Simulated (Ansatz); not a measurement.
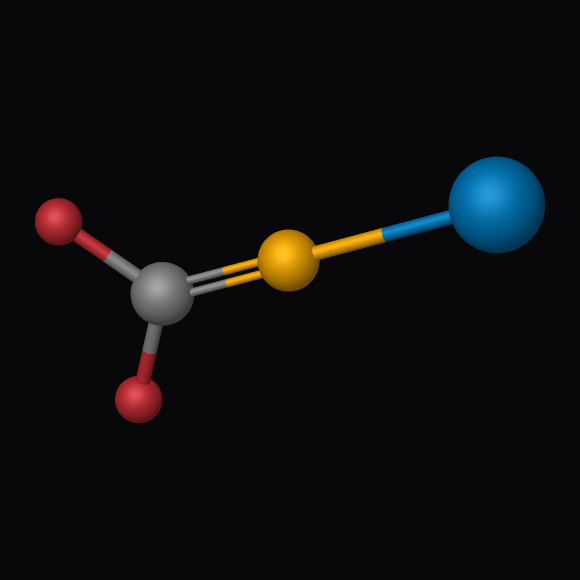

Double and triple bonds are drawn as two and three sticks. Colours: carbon grey, nitrogen orange, sodium blue, hydrogen red.

The computed structure is the end point of a PBE0-D4/def2-TZVP optimisation. No frequency run is at hand to confirm it as a minimum.

**Count the atoms of each element.**

CH2NNa, 5 atoms: 1 carbon, 2 hydrogen, 1 nitrogen and 1 sodium.

**Give a SMILES string for it.**

C=[N][Na]

The parts below concern this one geometry. Atoms keep their numbers from picture to picture.

## Geometry

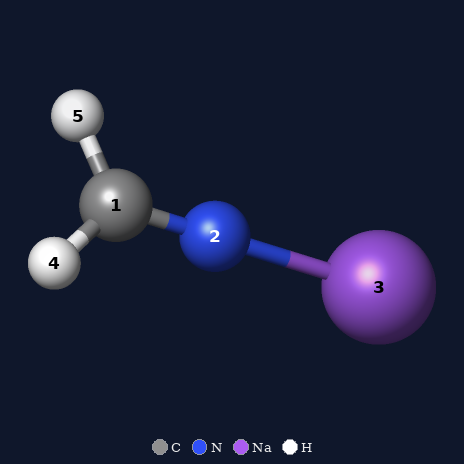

No frequency run is at hand to confirm it as a minimum.

Give the bond lengths.

```csv
bond,length (Å)
C1–N2,1.243
C1–H4,1.118
C1–H5,1.118
N2–Na3,2.057
```

## Electronic properties

No frequency run is at hand to confirm it as a minimum. Properties computed with RKS PBE0-D4/def2-TZVPP (Ansatz 0.2.0).

**Give the HOMO energy (Kohn–Sham orbital) at this level.**

−3.50 eV.

**Give the LUMO energy (Kohn–Sham orbital) at this level.**

−1.39 eV.

## Dipole moment

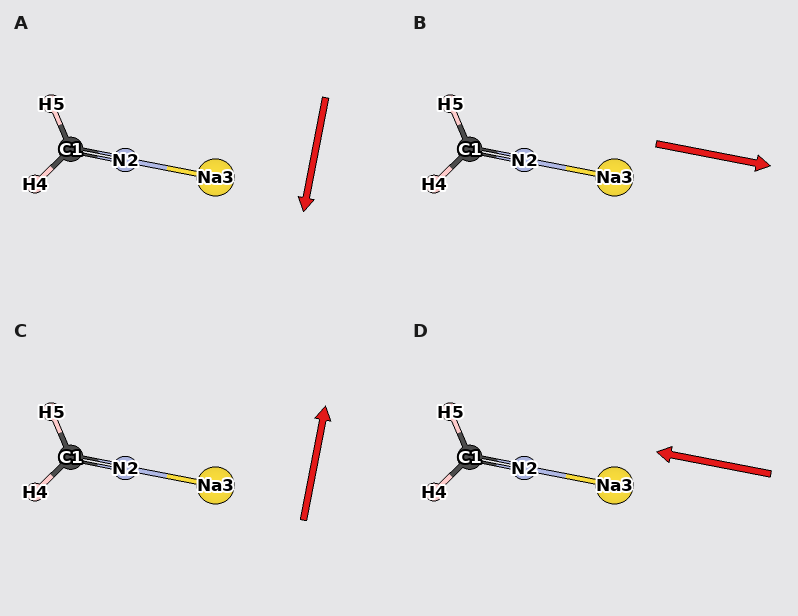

The same molecule four times, each with an arrow. No frequency run is at hand to confirm it as a minimum. Properties computed with RKS PBE0-D4/def2-TZVP (Ansatz 0.2.0).

**Which arrow points along the dipole moment, from the negative to the positive end?**

B. The dipole moment is 7.38 D; it points from the side of H4, H5 to the side of Na3 (the outermost atoms at the two ends).

## Charges

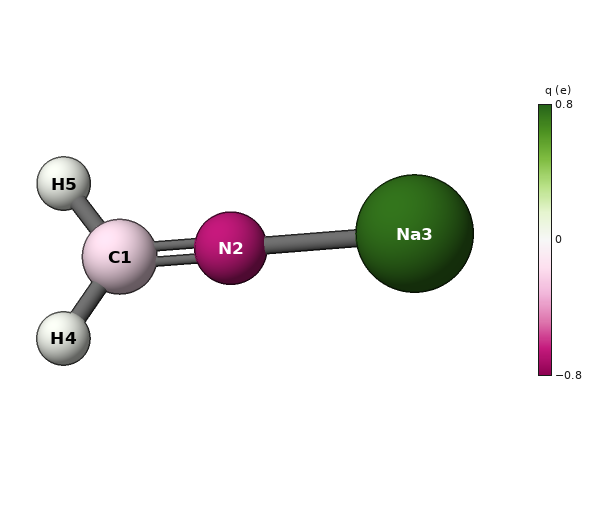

Atoms are coloured by their Mulliken charges. No frequency run is at hand to confirm it as a minimum. Method: RKS PBE0-D4/def2-TZVP (Ansatz 0.2.0).

Give the Mulliken charges atom by atom.

| atom | value (e) |
| --- | --- |
| C1 | −0.17 |
| N2 | −0.65 |
| Na3 | 0.75 |
| H4 | 0.03 |
| H5 | 0.03 |

Mulliken values depend strongly on the basis set and can even reverse the polarity of a bond.
